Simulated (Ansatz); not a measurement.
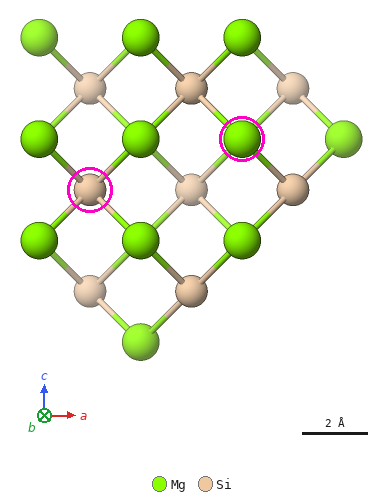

Perfect Mg2Si. A ball-and-stick model of the atoms within 6.0 Å of one point, in a slice 5.0 Å thick across the line of sight, seen along the b axis.

All numbers below come from Ansatz 0.2.0, DFT, PBEsol, PAW, plane waves. (plane-wave cutoff 420 eV; k-point mesh 1 × 1 × 1; mesh shifted by (0.25, 0.25, 0.25); no spin polarisation) Fermi-Dirac smearing of 0.01 eV. The axes drawn are those of the host's conventional cell.

A magnesium atom is taken out (a vacancy) and a silicon atom is taken out (a vacancy), the two sites 5.2 Å apart at the ringed places, in charge state 0. The supercell has 96 sites, and the atoms are relaxed at the host's cell.

Question: Predict the relaxed surroundings of the defect.

Answer: Around the empty Mg site the host had 4 Si at 2.74 Å, 6 Mg at 3.16 Å; after relaxation the nearest atoms are 6 Mg at 2.63 to 2.99 Å, 4 Si at 2.83 to 2.90 Å. Around the empty Si site the host had 8 Mg at 2.74 Å; after relaxation the nearest atoms are 7 Mg at 2.75 to 2.82 Å. Of the host's atoms, a magnesium atom moves furthest from its site, by 0.63 Å.

The relaxed defect, seen from the same direction:

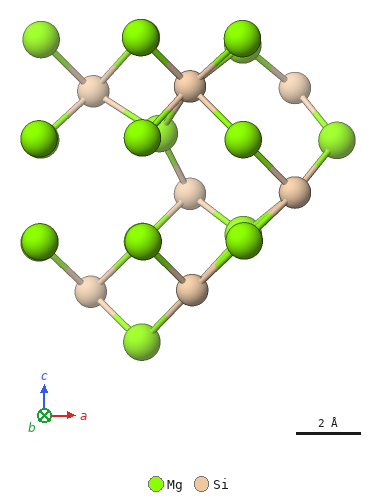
